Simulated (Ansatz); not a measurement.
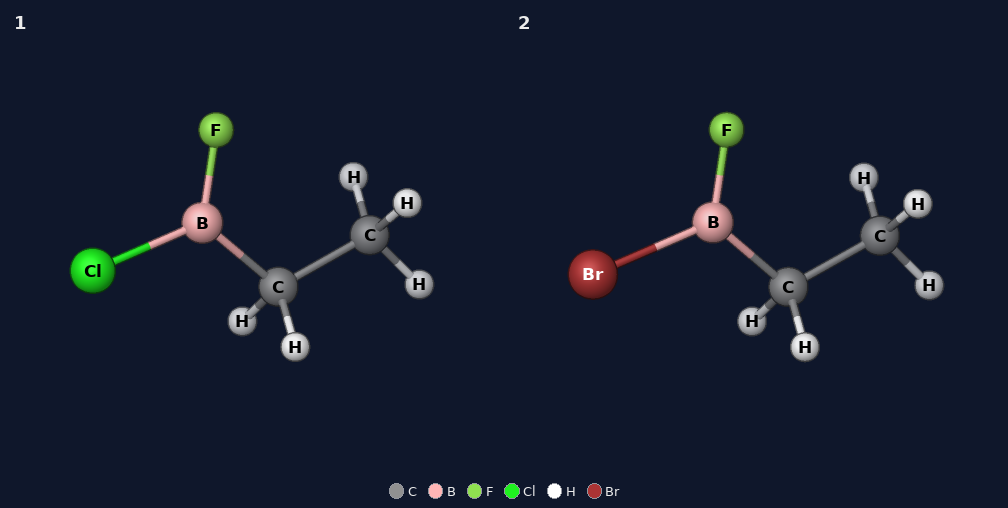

2 molecules with one skeleton, seen from the same side and at one scale. Each species is neutral and a spin singlet. Computed geometries: PBE0-D4/def2-TZVP optimisations, one conformation each. Properties computed with Ansatz 0.2.0.

One atom differs, called X below: Cl in panel 1, Br in panel 2. Their formulas are C2H5BClF (`CCB(F)Cl`), C2H5BBrF (`CCB(F)Br`).

**In which is the length of X–B larger (PBE0-D4/def2-TZVP)?**

In panel 2 (X = Br).

**In which is the HOMO–LUMO gap larger (PBE0-D4/def2-TZVPP)?**

In panel 1 (X = Cl).

Give the values. With PBE0-D4/def2-TZVP: length of X–B (Å), angle F–B–X (°). With PBE0-D4/def2-TZVPP: HOMO energy (Kohn–Sham orbital) (eV), HOMO–LUMO gap (eV). With r2SCAN-D4/def2-TZVPP: dipole moment (D).

```csv
quantity,1 (Cl),2 (Br),2 − 1
length of X–B (Å),1.761,1.928,+0.167
angle F–B–X (°),116.4,116.2,−0.2
HOMO energy (Kohn–Sham orbital) (eV),−8.99,−8.43,+0.56
HOMO–LUMO gap (eV),8.55,7.80,−0.75
dipole moment (D),1.66,1.78,+0.12
```
